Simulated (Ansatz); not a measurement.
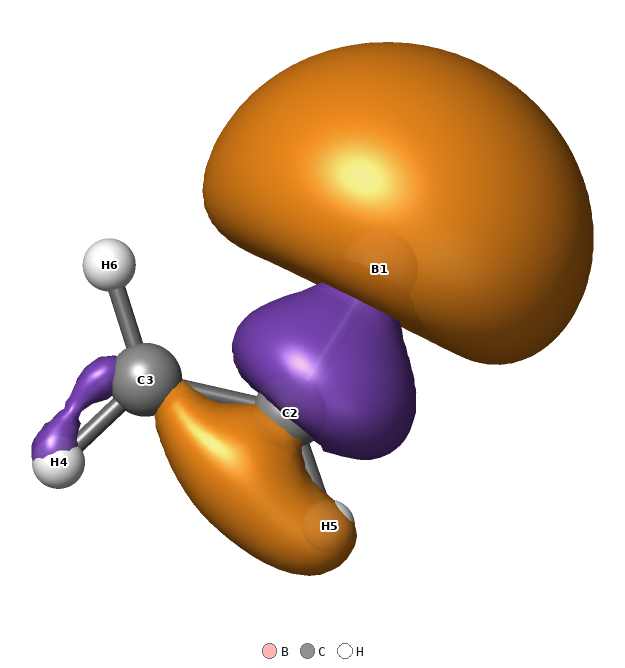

Figure. C$_{2}$H$_{3}$B. The HOMO at ±0.08 Å⁻³ᐟ² (orange and purple are the two phases), seen across its widest extent.

Geometry: PBE0-D4/def2-TZVP.

Method: RKS PBE0-D4/def2-TZVPP (Ansatz 0.2.0).

```csv
atom,x (Å),y (Å),z (Å)
B,-1.6338,-0.5258,-0.9498
C,-0.4867,-0.9136,-0.0138
C,0.1619,0.1929,0.3713
H,1.0184,0.1866,1.0396
H,-0.1869,-1.9002,0.3268
H,-0.1596,1.1715,0.0152
```

**What is the character of this orbital?**

It lies mainly on B1 (about 85 %) and C2 (about 10 %); it is symmetric in the molecular plane (an in-plane orbital: σ, lone-pair or in-plane π type). Its energy is −6.12 eV.
